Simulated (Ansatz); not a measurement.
C2H8O3Si

The calculation's input:

```
crystal:
  periodic: [false, false, false]
  atoms:
    - { symbol: Si, position_ang: [0.0, 0.0, 0.0] }
    - { symbol: O, position_ang: [0.0, 0.0, 1.68] }
    - { symbol: C, position_ang: [-1.1112, -0.3437, 2.4945] }
    - { symbol: H, position_ang: [-1.814, -0.9775, 1.9143] }
    - { symbol: H, position_ang: [-0.7584, -0.9037, 3.3856] }
    - { symbol: H, position_ang: [-1.6313, 0.5809, 2.8212] }
    - { symbol: C, position_ang: [1.7634, 0.0, -0.6227] }
    - { symbol: H, position_ang: [2.1111, -1.0463, -0.7509] }
    - { symbol: H, position_ang: [1.8119, 0.5276, -1.5981] }
    - { symbol: H, position_ang: [2.4154, 0.5187, 0.1108] }
    - { symbol: O, position_ang: [-0.7913, 1.3709, -0.5594] }
    - { symbol: H, position_ang: [-1.7491, 1.1401, -0.7818] }
    - { symbol: O, position_ang: [-0.7913, -1.3709, -0.5594] }
    - { symbol: H, position_ang: [-1.2459, -1.8365, 0.2129] }
basis:
  gaussian: { orbitals: "6-31G" }
hamiltonian:
  xc: cam_b3lyp
  dispersion: d4
relax:
  f_tol: 0.02
  max_steps: 40
output:
  orbitals: {}
```

Command:

```sh
ansatz run input.yaml --threads 2 --pin off --max-ram 3072MiB --backend cpu --events-out ev --progress --plain --runs-dir out
```

The fields are those of the run's last geometry, not of the input's.

Level of theory: Ansatz, RKS CAM-B3LYP-D4/6-31G.

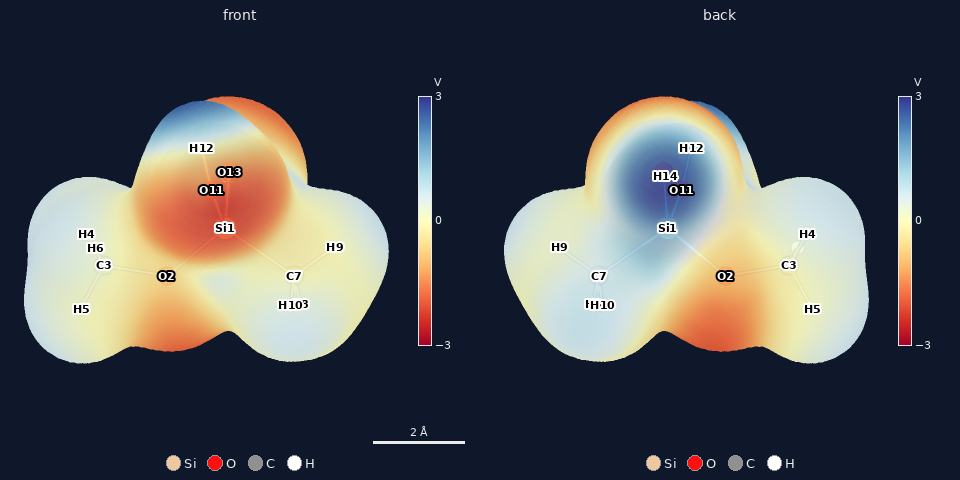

Figure 1. The molecular electrostatic potential painted on the density surface at 0.002 e/bohr³, seen from the front and from behind; red is negative and blue positive.

Q: Which sites attract a positive test charge, and which a negative one?

A: A positive charge is drawn to the negative regions and a negative charge to the positive ones. The most negative region (about −2.1 V) lies over O11, the most positive (about +2.7 V) over H14. O11 is the likeliest acceptor of a hydrogen bond.

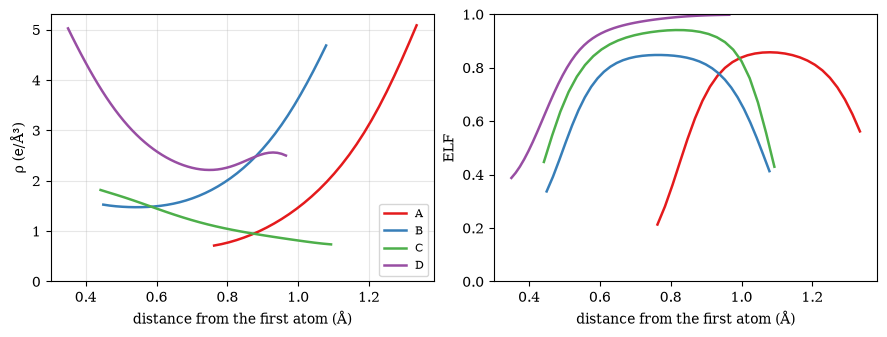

Figure 2. Electron density and ELF along straight lines between neighbouring atoms. The curves leave out the atomic cores.

Q: Which curve belongs to which contact (C–O, C–Si, O–H and Si–O)? The first atom named is at distance zero.

A: Curve A: Si–O (1.69 Å): ρ is about 0.87 e/Å³ halfway; the ELF peaks at about 0.85 between the atoms (a polar covalent bond). Curve B: C–O (1.44 Å): ρ at the midpoint is about 1.7 e/Å³, with its minimum of 1.5 e/Å³ about 0.5 Å from C; the ELF peaks at about 0.85 between the atoms; a shared but strongly polarised pair. Curve C: C–Si (1.86 Å): ρ is about 0.89 e/Å³ halfway; the ELF peaks at about 0.95 between the atoms; a covalent bond. Curve D: O–H (0.97 Å): ρ is about 3.4 e/Å³ halfway; the ELF climbs to about 1 towards the hydrogen, as it does in any bond to H; a covalent bond by its length.

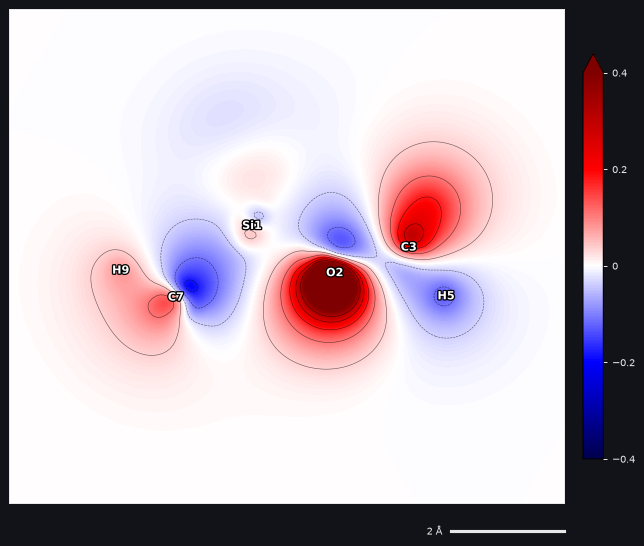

Figure 3. The HOMO on the plane of atoms Si1, C7 and H9 (values in Å⁻³ᐟ²; the overall sign is arbitrary).

Q: What is the character of this orbital?

A: By Hirshfeld shares it lies mainly on O2 (about 55 %), O13 (about 10 %), C3 (about 10 %) and H4 (about 5 %). Its energy is −9.21 eV.
